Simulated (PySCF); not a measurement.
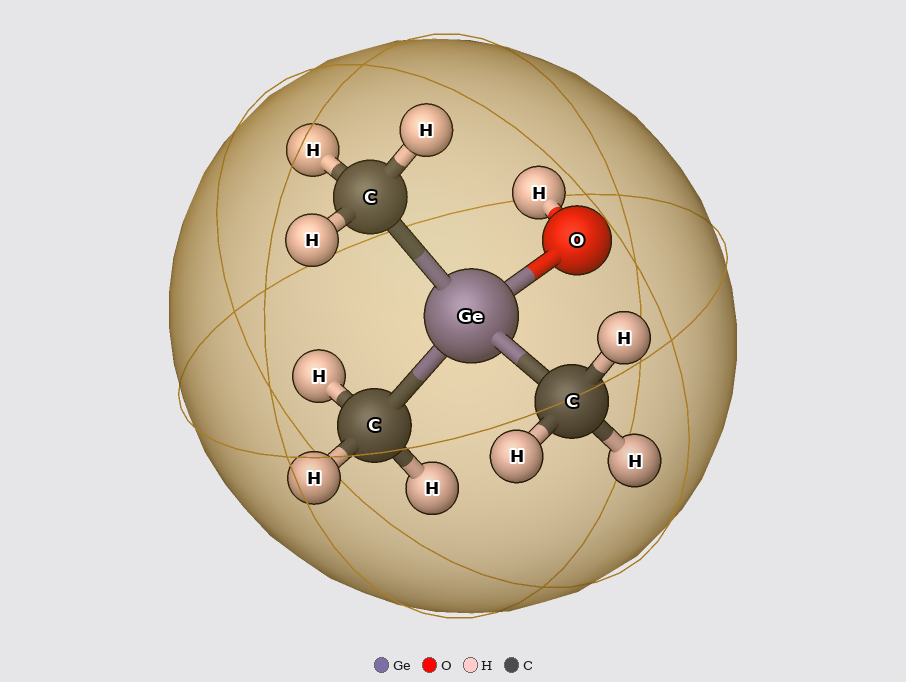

The ellipsoid shows the static dipole polarisability: its half-axes are proportional to the principal values. The computed structure is the end point of a PBE0-D3(BJ)/def2-SVP optimisation. No frequency run is at hand to confirm it as a minimum. Method: PBE0/def2-SVPD (PySCF 2.14.0).

Question: Give the principal values, the mean and the anisotropy.

Answer: Principal values 67.1, 74.2, 74.2 bohr³; mean 71.8 bohr³ (10.65 Å³); anisotropy 7.1 bohr³, so the longest axis is 1.11 times the shortest.
